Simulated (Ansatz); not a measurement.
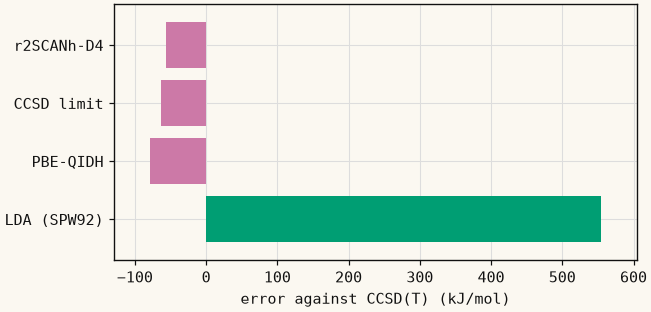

Error in the electronic atomisation energy (method less reference, so positive means overbinding) of SiNH₅SO₂, SMILES N[Si](O)(O)S: functionals in def2-TZVPP against frozen-core CCSD(T) at the limit (MP2 extrapolated from triple and quadruple zeta, plus CCSD(T) less MP2 in a smaller set), which gives 3756.8 kJ/mol, at a PBE0-D4/def2-TZVP geometry (a minimum by its frequencies), no zero-point or spin-orbit term, the Ansatz code. The reference leaves out core correlation, a term that grows with the number of heavy atoms. PBE-QIDH holds a correlation term that converges slowly with the basis, so part of the distance to the limit is basis error. No dispersion term is added to PBE-QIDH. Limit means the basis limit.

**Which of these levels overbind, and which underbind?**

Overbind: LDA (SPW92). Underbind: r2SCANh-D4, CCSD limit and PBE-QIDH.

**Give the values.**

| level | kJ/mol |
| --- | --- |
| r2SCANh-D4 | −55.7 |
| CCSD limit | −63.1 |
| PBE-QIDH | −78.4 |
| LDA (SPW92) | 553.9 |
